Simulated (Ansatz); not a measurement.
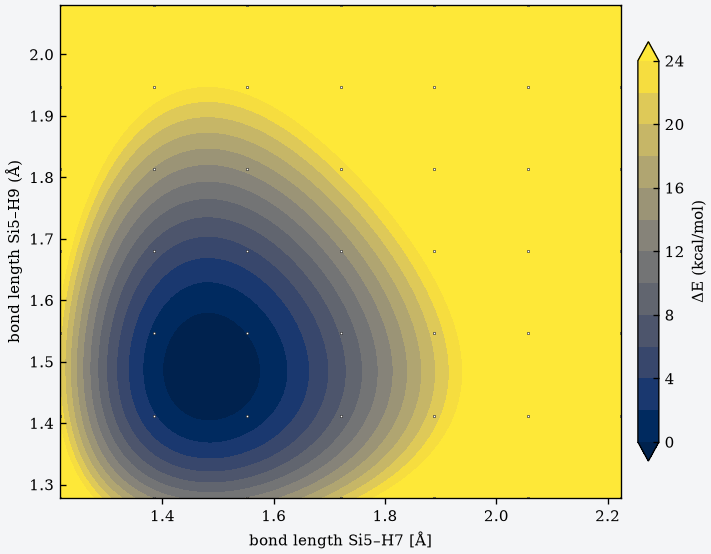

CH₄F₂OSi, SMILES FC(F)O[SiH3]. First axis: bond length Si5–H7. Second axis: bond length Si5–H9. Nothing is relaxed (all other coordinates rigid). The scan uses a 7 × 7 grid. Points are written as (first, second). Energies: kcal/mol, counted from the lowest grid point. The reference is spin-restricted, which grows unreliable where a bond is stretched far. The calculation used Ansatz, RKS wB97X-V/def2-SVP.

Drawn: filled contours, dots at the grid points, one colour for all values above the top of the scale. Between grid points the surface is interpolated.

Where is the minimum, and how stiff is the well along each coordinate?

Answer. The interpolated minimum is at bond length Si5–H7 ≈ 1.481 Å, bond length Si5–H9 ≈ 1.486 Å. The curvatures there are about 20 eV/Å² and 19 eV/Å², with a cross term of about 0 eV/Å². Round the minimum the contours are nearly round: the two directions are equally stiff and uncoupled. (1 eV is 23.1 kcal/mol.)
